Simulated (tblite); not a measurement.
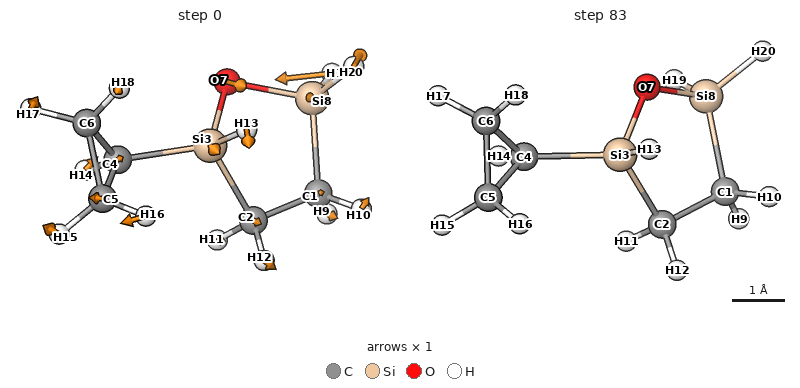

The structure of C5H12OSi2 before (left) and after (right) a relaxation, at one scale. The orange arrows give the displacements, at their true length.

The picture is a ball-and-stick view, seen at a tilt.

Theory: GFN2-xTB geometry optimisation, gas phase in tblite. 

Question: Describe what moved and what it gained.

Answer: Over 83 geometry steps the energy falls by 72.9 kJ/mol. The largest move after the best rigid fit is that of H19, 1.14 Å. By element the largest moves are H 1.14 Å, O 0.77 Å, Si 0.43 Å, C 0.31 Å. Among the contacts that change: Si3–O7 1.725 → 1.641 Å, O7–Si8 1.717 → 1.637 Å, C1–C2 1.487 → 1.536 Å, C6–H17 1.127 → 1.080 Å. Among the angles between lasting bonds that change: Si3–O7–Si8 100.3° → 119.5°, Si3–C4–C5 113.1° → 118.4°, C1–Si8–O7 103.8° → 98.7°. Groups turn about O7–Si8 by about 40°, C1–Si8 by about 35°, Si3–O7 by about 35°.
